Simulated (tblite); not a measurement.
Geometry relaxation, with input and output: C₄H₉FOSi₂ (part 2 of 3)

The same run, continued: C₄H₉FOSi₂; GFN2-xTB geometry optimisation, gas phase (tblite 0.8.0). It belongs to a series of runs on one base structure; here: H on Si replaced by CHO.

Geometry of the input (Å):
```
O  -3.4568  -0.0385  1.6291
C  -2.5601  -0.6470  1.0506
Si -1.8330  0.0078  -0.5181
C  -0.2177  0.8472  -0.3055
C  0.9425  -0.0443  -0.1238
Si 2.5967  0.7608  0.0953
C  0.9138  -1.3623  -0.1343
F  -0.1836  -2.1105  -0.2779
H  -2.1964  -1.5746  1.5147
H  -1.7316  -0.9948  -1.5603
H  -2.8425  1.0210  -0.9691
H  -0.0146  1.4777  -1.1944
H  -0.3236  1.5860  0.5509
H  2.5304  1.5188  1.3482
H  2.8395  1.6860  -1.0399
H  3.6647  -0.2122  0.2158
H  1.8651  -1.9092  0.0078
```

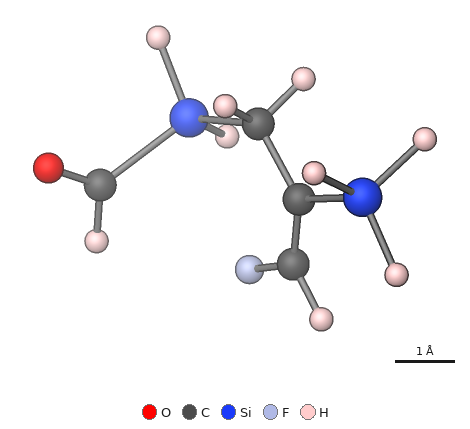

Figure 1. The geometry at step 100 of the log (ball-and-stick view, seen at a tilt).

Trajectory as extended XYZ, continued
```
17
Properties=species:S:1:pos:R:3:forces:R:3 step=40 energy=-689.30772
O    -3.4043   -0.1385    1.7115    0.0050   0.0040   0.0000
C    -2.5632   -0.6774    1.0360   -0.0030  -0.0150  -0.0020
Si   -1.9383    0.0548   -0.6259   -0.0090   0.0010   0.0130
C    -0.2062    0.8167   -0.3301    0.0230   0.0030   0.0000
C     0.9853   -0.0661   -0.1060    0.0040  -0.0060   0.0030
Si    2.6384    0.8262    0.1084   -0.0250  -0.0090  -0.0030
C     0.9427   -1.3834   -0.0373   -0.0050  -0.0040   0.0000
F    -0.2014   -2.1011   -0.1660    0.0120  -0.0010   0.0100
H    -2.1219   -1.6316    1.3916   -0.0060   0.0000  -0.0090
H    -1.9597   -0.9625   -1.6731    0.0020  -0.0080  -0.0080
H    -2.8241    1.1708   -0.9683   -0.0010   0.0030   0.0140
H     0.0216    1.4559   -1.1875    0.0000   0.0050  -0.0060
H    -0.2685    1.4968    0.5261   -0.0170   0.0050  -0.0140
H     2.5597    1.6281    1.3302    0.0120   0.0190   0.0120
H     2.8225    1.7057   -1.0478    0.0160   0.0000  -0.0010
H     3.7203   -0.1502    0.2000    0.0120  -0.0090   0.0000
H     1.7900   -2.0321    0.1272   -0.0180   0.0140  -0.0090
17
Properties=species:S:1:pos:R:3:forces:R:3 step=50 energy=-689.30870
O    -3.3898   -0.1456    1.7177    0.0040   0.0030   0.0050
C    -2.5608   -0.6895    1.0312   -0.0100  -0.0100   0.0070
Si   -1.9395    0.0573   -0.6248   -0.0020   0.0090   0.0080
C    -0.2070    0.8203   -0.3357    0.0300  -0.0020   0.0090
C     0.9818   -0.0634   -0.0993    0.0090  -0.0060  -0.0010
Si    2.6388    0.8256    0.1115   -0.0360  -0.0150  -0.0150
C     0.9366   -1.3808   -0.0269    0.0070  -0.0020  -0.0150
F    -0.2067   -2.1004   -0.1556    0.0250   0.0240   0.0010
H    -2.1327   -1.6543    1.3726   -0.0050  -0.0060  -0.0060
H    -1.9545   -0.9505   -1.6814   -0.0110  -0.0060  -0.0080
H    -2.8293    1.1775   -0.9432    0.0010  -0.0080  -0.0030
H     0.0258    1.4480   -1.2005   -0.0100   0.0010   0.0000
H    -0.2733    1.5113    0.5110    0.0000   0.0070  -0.0040
H     2.5703    1.6421    1.3238   -0.0010   0.0100   0.0200
H     2.8292    1.6951   -1.0505    0.0080   0.0080  -0.0160
H     3.7196   -0.1513    0.2051    0.0110  -0.0210   0.0090
H     1.7845   -2.0295    0.1342   -0.0180   0.0140   0.0100
17
Properties=species:S:1:pos:R:3:forces:R:3 step=60 energy=-689.31002
O    -3.3600   -0.1584    1.7392    0.0040   0.0020   0.0110
C    -2.5615   -0.7148    1.0269   -0.0110   0.0010   0.0100
Si   -1.9394    0.0571   -0.6165    0.0070   0.0230  -0.0070
C    -0.2060    0.8280   -0.3452    0.0150  -0.0050  -0.0030
C     0.9842   -0.0499   -0.0949   -0.0090  -0.0080   0.0020
Si    2.6464    0.8289    0.1127   -0.0360  -0.0190  -0.0080
C     0.9363   -1.3667   -0.0159   -0.0060  -0.0030   0.0020
F    -0.2095   -2.0813   -0.1490    0.0200   0.0030  -0.0070
H    -2.1701   -1.7059    1.3333   -0.0010  -0.0130  -0.0020
H    -1.9671   -0.9314   -1.6922    0.0010  -0.0070   0.0080
H    -2.8344    1.1803   -0.9079   -0.0020   0.0020  -0.0080
H     0.0203    1.4358   -1.2258   -0.0010   0.0040   0.0010
H    -0.2716    1.5392    0.4848    0.0050  -0.0090  -0.0040
H     2.5840    1.6605    1.3153   -0.0030   0.0120   0.0070
H     2.8537    1.6753   -1.0636    0.0090   0.0100  -0.0050
H     3.7088   -0.1667    0.2274    0.0170  -0.0050   0.0060
H     1.7788   -2.0180    0.1605   -0.0090   0.0120  -0.0030
17
Properties=species:S:1:pos:R:3:forces:R:3 step=70 energy=-689.31078
O    -3.3315   -0.1660    1.7671    0.0070   0.0080   0.0090
C    -2.5628   -0.7278    1.0269   -0.0070   0.0120   0.0030
Si   -1.9435    0.0646   -0.6094    0.0240   0.0090  -0.0120
C    -0.2054    0.8330   -0.3544    0.0040  -0.0070   0.0030
C     0.9824   -0.0456   -0.0968   -0.0020   0.0000   0.0050
Si    2.6471    0.8279    0.1138   -0.0110  -0.0020   0.0010
C     0.9343   -1.3620   -0.0123    0.0020   0.0020   0.0050
F    -0.2076   -2.0798   -0.1538    0.0100   0.0010   0.0010
H    -2.2027   -1.7410    1.2979    0.0030  -0.0040  -0.0070
H    -1.9746   -0.9254   -1.6841   -0.0030  -0.0010  -0.0010
H    -2.8395    1.1886   -0.8976    0.0050  -0.0080   0.0040
H     0.0203    1.4317   -1.2418   -0.0100  -0.0030   0.0080
H    -0.2639    1.5514    0.4699   -0.0050   0.0000  -0.0080
H     2.5829    1.6772    1.3045   -0.0100   0.0020   0.0050
H     2.8739    1.6629   -1.0674   -0.0030   0.0010  -0.0080
H     3.7065   -0.1697    0.2479    0.0000   0.0010   0.0060
H     1.7772   -2.0081    0.1786   -0.0040  -0.0110  -0.0150
17
Properties=species:S:1:pos:R:3:forces:R:3 step=80 energy=-689.31200
O    -3.2563   -0.1555    1.8229    0.0420  -0.0160  -0.0170
C    -2.5583   -0.7343    1.0274   -0.0230   0.0100   0.0110
Si   -1.9448    0.0700   -0.6033    0.0350   0.0190  -0.0270
C    -0.2030    0.8349   -0.3620   -0.0110  -0.0190   0.0100
C     0.9818   -0.0452   -0.0914    0.0000   0.0110  -0.0500
Si    2.6429    0.8332    0.1210    0.0020  -0.0040   0.0090
C     0.9365   -1.3623   -0.0131   -0.0100   0.0220   0.0030
F    -0.2050   -2.0800   -0.1586    0.0080  -0.0050  -0.0060
H    -2.2616   -1.7830    1.2314   -0.0120  -0.0080   0.0380
H    -1.9875   -0.9234   -1.6750   -0.0030   0.0120  -0.0050
H    -2.8370    1.1983   -0.8833   -0.0040  -0.0010  -0.0020
H     0.0208    1.4187   -1.2610    0.0060  -0.0270   0.0390
H    -0.2586    1.5672    0.4503   -0.0050  -0.0070  -0.0130
H     2.5527    1.7064    1.2932    0.0040   0.0020  -0.0110
H     2.8907    1.6383   -1.0780   -0.0090  -0.0040   0.0140
H     3.6995   -0.1620    0.2946   -0.0030   0.0100   0.0070
H     1.7801   -2.0092    0.1738   -0.0180   0.0060   0.0010
17
Properties=species:S:1:pos:R:3:forces:R:3 step=90 energy=-689.31589
O    -3.0206   -0.1079    1.9278    0.1000  -0.1290  -0.1240
C    -2.5292   -0.7505    1.0298   -0.0920   0.0970   0.1390
Si   -1.9445    0.0667   -0.6063   -0.0060  -0.0170  -0.0100
C    -0.2022    0.8247   -0.3789   -0.0130  -0.0050  -0.0010
C     0.9821   -0.0523   -0.1019   -0.0060  -0.0010   0.0040
Si    2.6285    0.8424    0.1453    0.0130   0.0130   0.0010
C     0.9365   -1.3694   -0.0297   -0.0160   0.0020   0.0030
F    -0.2046   -2.0851   -0.1895   -0.0250   0.0000  -0.0200
H    -2.4169   -1.8494    1.1504    0.0010   0.0680  -0.0050
H    -2.0194   -0.9059   -1.6924    0.0060  -0.0250  -0.0240
H    -2.8287    1.2087   -0.8610   -0.0140  -0.0140   0.0180
H     0.0168    1.3966   -1.2856    0.0340   0.0020   0.0120
H    -0.2588    1.5668    0.4235    0.0050  -0.0020   0.0030
H     2.4801    1.7802    1.2605    0.0010  -0.0170   0.0030
H     2.9098    1.5952   -1.0794    0.0180  -0.0030  -0.0080
H     3.6896   -0.1260    0.4179   -0.0220   0.0090  -0.0080
H     1.7746   -2.0224    0.1583    0.0150   0.0220   0.0160
17
Properties=species:S:1:pos:R:3:forces:R:3 step=100 energy=-689.31920
O    -2.8668   -0.0949    1.9778    0.0410  -0.0420  -0.0460
C    -2.5065   -0.7517    1.0317   -0.0100   0.0320   0.0270
Si   -1.9451    0.0558   -0.6186   -0.0140   0.0090   0.0070
C    -0.2066    0.8216   -0.3931   -0.0010  -0.0030  -0.0030
C     0.9761   -0.0523   -0.1047    0.0130  -0.0030   0.0150
Si    2.6170    0.8496    0.1561    0.0260  -0.0060   0.0080
C     0.9287   -1.3693   -0.0354   -0.0090   0.0040   0.0060
F    -0.2095   -2.0828   -0.2291   -0.0100  -0.0030   0.0140
H    -2.4994   -1.8576    1.1138    0.0060  -0.0090   0.0040
H    -2.0229   -0.9032   -1.7178   -0.0110  -0.0060   0.0140
H    -2.8449    1.1940   -0.8302   -0.0120   0.0030  -0.0270
H     0.0223    1.3951   -1.2954    0.0020   0.0210  -0.0060
H    -0.2681    1.5581    0.4134   -0.0130   0.0250  -0.0020
H     2.4484    1.8111    1.2473   -0.0070  -0.0070   0.0000
H     2.9367    1.5692   -1.0802   -0.0080  -0.0050   0.0050
H     3.6731   -0.1096    0.4739   -0.0160  -0.0090  -0.0040
H     1.7606   -2.0211    0.1796    0.0220  -0.0010  -0.0110
17
Properties=species:S:1:pos:R:3:forces:R:3 step=110 energy=-689.32440
O    -2.5643   -0.0986    2.0348    0.0270  -0.0500  -0.0320
C    -2.4394   -0.7528    1.0284   -0.0330   0.0030   0.0420
Si   -1.9523    0.0528   -0.6459    0.0150  -0.0050   0.0070
C    -0.2187    0.8290   -0.4130   -0.0210   0.0140   0.0040
C     0.9595   -0.0457   -0.1018   -0.0170   0.0030  -0.0160
Si    2.5994    0.8486    0.1869   -0.0020  -0.0030  -0.0170
C     0.9141   -1.3631   -0.0408   -0.0120   0.0010   0.0030
F    -0.2166   -2.0808   -0.2617   -0.0130  -0.0090   0.0100
H    -2.6075   -1.8499    1.0731    0.0120   0.0390  -0.0080
H    -2.0526   -0.9121   -1.7362    0.0100  -0.0160  -0.0040
H    -2.8876    1.1654   -0.8464    0.0220   0.0150  -0.0110
H     0.0314    1.4138   -1.3026   -0.0220  -0.0140  -0.0150
H    -0.3045    1.5593    0.3977    0.0170   0.0130   0.0080
H     2.3889    1.8483    1.2344    0.0230  -0.0070   0.0180
H     2.9623    1.5238   -1.0627    0.0020   0.0040   0.0050
H     3.6361   -0.1130    0.5592   -0.0240   0.0140   0.0100
H     1.7446   -2.0129    0.1855    0.0180  -0.0020  -0.0020
17
Properties=species:S:1:pos:R:3:forces:R:3 step=120 energy=-689.32847
O    -2.3562   -0.1671    2.0645    0.0090  -0.0340  -0.0140
C    -2.3896   -0.7716    1.0213   -0.0320   0.0160   0.0040
Si   -1.9612    0.0573   -0.6574    0.0080   0.0000   0.0040
C    -0.2363    0.8486   -0.4321    0.0020   0.0010  -0.0130
C     0.9355   -0.0276   -0.1029   -0.0040   0.0110   0.0010
Si    2.5839    0.8467    0.2006    0.0030  -0.0070  -0.0020
C     0.8885   -1.3441   -0.0251    0.0120  -0.0110   0.0030
F    -0.2353   -2.0730   -0.2467    0.0090   0.0150  -0.0020
H    -2.6585   -1.8483    1.0261   -0.0130   0.0110   0.0220
H    -2.0592   -0.9120   -1.7455    0.0070   0.0010   0.0050
H    -2.9065    1.1611   -0.8604    0.0010   0.0000   0.0110
H     0.0132    1.4158   -1.3329    0.0120   0.0000  -0.0120
H    -0.3196    1.5925    0.3667    0.0010  -0.0030  -0.0070
H     2.4007    1.8603    1.2389   -0.0160   0.0080   0.0050
H     2.9850    1.4929   -1.0520   -0.0030   0.0130   0.0000
H     3.5862   -0.1345    0.6096    0.0100  -0.0050  -0.0020
H     1.7224   -1.9848    0.2161   -0.0050  -0.0160  -0.0020
17
Properties=species:S:1:pos:R:3:forces:R:3 step=130 energy=-689.33083
O    -2.2285   -0.2173    2.0846    0.0120  -0.0010   0.0520
C    -2.3718   -0.7808    1.0291   -0.0150   0.0190  -0.0860
Si   -1.9556    0.0525   -0.6516    0.0000   0.0220  -0.0610
C    -0.2331    0.8525   -0.4560   -0.0100   0.0090   0.0040
C     0.9342   -0.0225   -0.1120   -0.0210  -0.0150   0.0190
Si    2.5755    0.8493    0.2162    0.0110   0.0250  -0.0010
C     0.8814   -1.3381   -0.0274   -0.0030  -0.0140   0.0070
F    -0.2439   -2.0615   -0.2588   -0.0100  -0.0180  -0.0030
H    -2.7428   -1.8258    1.0163   -0.0200  -0.0190   0.0300
H    -2.0419   -0.9168   -1.7422   -0.0350   0.0190   0.0220
H    -2.9072    1.1537   -0.8508    0.0010  -0.0270   0.0130
H     0.0151    1.4050   -1.3660    0.0050  -0.0230  -0.0280
H    -0.3128    1.6117    0.3274    0.0100   0.0080   0.0240
H     2.3629    1.8700    1.2418    0.0070  -0.0010   0.0230
H     2.9867    1.4992   -1.0303    0.0220   0.0120  -0.0180
H     3.5703   -0.1336    0.6395    0.0130   0.0130   0.0020
H     1.7046   -1.9852    0.2291    0.0330  -0.0110   0.0000
17
Properties=species:S:1:pos:R:3:forces:R:3 step=140 energy=-689.33619
O    -2.0789   -0.3139    2.0944    0.0010  -0.0240  -0.0600
C    -2.3603   -0.7949    1.0246    0.0010   0.0190   0.0550
Si   -1.9512    0.0565   -0.6491   -0.0280   0.0000   0.0040
C    -0.2208    0.8477   -0.4868   -0.0210  -0.0050  -0.0070
C     0.9392   -0.0255   -0.1112   -0.0090   0.0050  -0.0040
Si    2.5682    0.8689    0.2358   -0.0090  -0.0140  -0.0070
C     0.8768   -1.3403   -0.0161    0.0220   0.0000   0.0020
F    -0.2526   -2.0567   -0.2560    0.0260   0.0020  -0.0120
H    -2.8699   -1.7818    0.9955    0.0010   0.0250  -0.0010
H    -2.0814   -0.9111   -1.7358    0.0020   0.0070  -0.0010
H    -2.9152    1.1500   -0.8266    0.0070   0.0090   0.0090
H     0.0295    1.3491   -1.4262   -0.0010   0.0040   0.0090
H    -0.2819    1.6415    0.2640   -0.0230   0.0030  -0.0260
H     2.3255    1.8831    1.2634    0.0100  -0.0220   0.0050
H     3.0028    1.5349   -0.9971   -0.0220  -0.0150   0.0080
H     3.5710   -0.1027    0.6648    0.0130   0.0050   0.0120
H     1.6922   -1.9931    0.2515    0.0290   0.0020   0.0150
17
Properties=species:S:1:pos:R:3:forces:R:3 step=150 energy=-689.34286
O    -1.8922   -0.4216    2.0846   -0.0050  -0.0300  -0.0540
C    -2.3439   -0.7946    1.0308   -0.0330  -0.0180   0.0380
Si   -1.9524    0.0507   -0.6493   -0.0310   0.0030  -0.0010
C    -0.2168    0.8349   -0.5372   -0.0180  -0.0100  -0.0090
C     0.9378   -0.0260   -0.1142    0.0010   0.0080  -0.0110
Si    2.5529    0.8769    0.2722   -0.0230   0.0220   0.0070
C     0.8899   -1.3412   -0.0168    0.0090   0.0110   0.0090
F    -0.2187   -2.0770   -0.2894   -0.0030   0.0230  -0.0170
H    -3.0325   -1.6701    1.0170    0.0570   0.0570   0.0100
H    -2.1147   -0.9134   -1.7351   -0.0020  -0.0020   0.0120
H    -2.9229    1.1468   -0.7948    0.0230  -0.0180  -0.0050
H     0.0339    1.2778   -1.5059    0.0060  -0.0030   0.0130
H    -0.2779    1.6746    0.1620    0.0320  -0.0110  -0.0120
H     2.2783    1.8518    1.3272    0.0070   0.0250   0.0130
H     2.9759    1.5808   -0.9443   -0.0100  -0.0150   0.0200
H     3.5879   -0.0627    0.6988   -0.0230  -0.0220  -0.0210
H     1.7085   -1.9756    0.2835    0.0130  -0.0200   0.0060
17
Properties=species:S:1:pos:R:3:forces:R:3 step=160 energy=-689.34831
O    -1.7433   -0.4969    2.0681   -0.0450  -0.0310  -0.0970
C    -2.3283   -0.7709    1.0494    0.0400   0.0220   0.0600
Si   -1.9482    0.0336   -0.6539   -0.0120   0.0220   0.0330
C    -0.2091    0.8137   -0.5798   -0.0250   0.0130  -0.0240
C     0.9420   -0.0340   -0.1232   -0.0320   0.0250   0.0090
Si    2.5202    0.8981    0.3220    0.0340  -0.0060  -0.0140
C     0.9093   -1.3503   -0.0353   -0.0010   0.0190  -0.0080
F    -0.1829   -2.0902   -0.3563   -0.0040  -0.0040  -0.0030
H    -3.1453   -1.5255    1.0816    0.0370   0.0190   0.0110
H    -2.1404   -0.9545   -1.7113    0.0000  -0.0110  -0.0020
H    -2.9172    1.1297   -0.8140    0.0150  -0.0200   0.0040
H     0.0400    1.2158   -1.5669    0.0080  -0.0280   0.0070
H    -0.2568    1.6847    0.0815   -0.0100  -0.0210  -0.0090
H     2.2286    1.8307    1.4094   -0.0040   0.0030   0.0230
H     2.9321    1.6554   -0.8639    0.0020   0.0180  -0.0090
H     3.5672   -0.0490    0.6935    0.0180  -0.0160   0.0240
H     1.7250   -1.9784    0.2881   -0.0230  -0.0030  -0.0060
```
